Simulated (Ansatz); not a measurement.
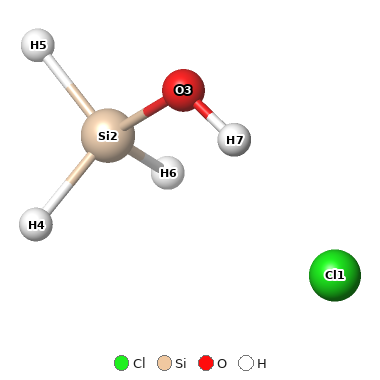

The system is the pair Cl···H₄OSi, charge −1; the picture shows the reference structure. The turn is about an axis along (−0.71, 0.36, −0.60) in the frame of the relaxed pair, normal to the line between the partners. First axis: distance H7···Cl1. Second axis: turn of Cl1 about H7. Grid: 15 × 15 points. At 5 points there is no value (left out of the scan, as a rule where atoms come close). Points are written as (first, second). Energies: kJ/mol, counted from the ion and the molecule far apart, frozen as in the relaxed pair, each in its own basis (no counterpoise correction). These are results of Ansatz, RHF/def2-TZVPD, not measurements.

Its coordinates:

```xyz
7

Cl   -1.0767   -2.8986   -0.4838
Si    0.3983    0.7452   -0.0183
O    -0.7170   -0.0654    0.8027
H     0.0464    0.9857   -1.4373
H     0.5339    2.0773    0.6259
H     1.7396    0.1162    0.0044
H    -0.9244   -0.9603    0.5065
```

Range: distance H7···Cl1 from 1.833 to 4.433 Å; turn of Cl1 about H7 from −90.0 to 90.0°.

### What will the energy surface look like?

The lowest grid point is at (2.134 Å, 0.0°), −74 kJ/mol from the ion and the molecule far apart, frozen as in the relaxed pair, each in its own basis (no counterpoise correction). No other kind of well shows on this grid. The highest grid point, (2.448 Å, −90.0°), lies 1597 kJ/mol above the lowest. Round the minimum the valley is somewhat tilted: raising distance H7···Cl1 shifts the best value of turn of Cl1 about H7 downwards (coupling k₁₂/√(k₁₁k₂₂) about 0.2).

```
turn of Cl1 about H7 ↓, distance H7···Cl1 →  1.833  1.897  2.003  2.134  2.283  2.448  2.627  2.818  3.021  3.233  3.456  3.688  3.928  4.177  4.433
                                       90.0    147    118     80     48     24      9      0     −5     −6     −7     −6     −5     −5     −4     −3
                                       77.1     67     48     24      5     −8    −16    −19    −20    −19    −17    −15    −13    −11    −10     −8
                                       64.3     16      3    −13    −24    −31    −34    −34    −32    −29    −26    −22    −20    −17    −15    −13
                                       51.4    −17    −26    −37    −44    −47    −47    −45    −41    −37    −33    −29    −25    −22    −19    −17
                                       38.6    −39    −46    −54    −58    −59    −57    −53    −48    −43    −38    −34    −30    −26    −23    −20
                                       25.7    −52    −58    −64    −67    −67    −64    −59    −53    −48    −42    −37    −33    −29    −26    −23
                                       12.9    −58    −64    −70    −73    −72    −68    −63    −57    −51    −45    −40    −35    −31    −27    −24
                                        0.0    −58    −64    −71    −74    −74    −70    −65    −59    −53    −47    −42    −37    −32    −29    −25
                                      −12.9    −50    −58    −67    −72    −73    −70    −66    −60    −54    −48    −42    −37    −33    −29    −26
                                      −25.7    −34    −44    −57    −65    −68    −68    −65    −60    −54    −48    −43    −37    −33    −29    −25
                                      −38.6      0    −16    −34    −49    −57    −60    −60    −57    −52    −47    −42    −37    −32    −28    −25
                                      −51.4     70     47     18     −7    −25    −36    −42    −44    −43    −40    −37    −33    −30    −26    −23
                                      −64.3    237    203    157    114     80     52     31     15      2     −7    −14    −18    −19    −20    −18
                                      −77.1    710    656    578    499    427    362    303    247    191    138     91     53     25      7     −3
                                      −90.0      –      –      –      –      –   1523   1241    993    783    602    435    288    173     92     43
```

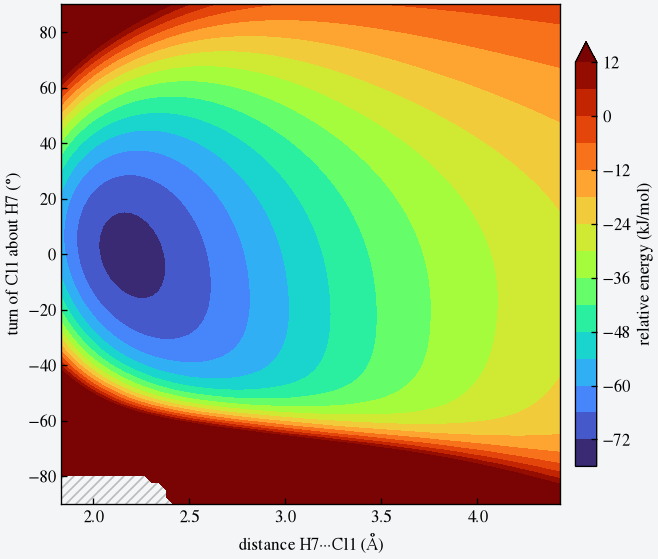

The picture shows filled contours, one colour for all values above the top of the scale, hatched blanks where no value was computed. Between grid points the surface is interpolated.

Each point was launched as `ansatz run input.yaml --threads 1 --pin off --max-ram 2560MiB --backend cpu --events-out ev --progress --plain --runs-dir out`. The whole map (220 points run) took 15 min on 1 thread of AMD EPYC 7R43 64-Core Processor (Zen 3) (shared host).
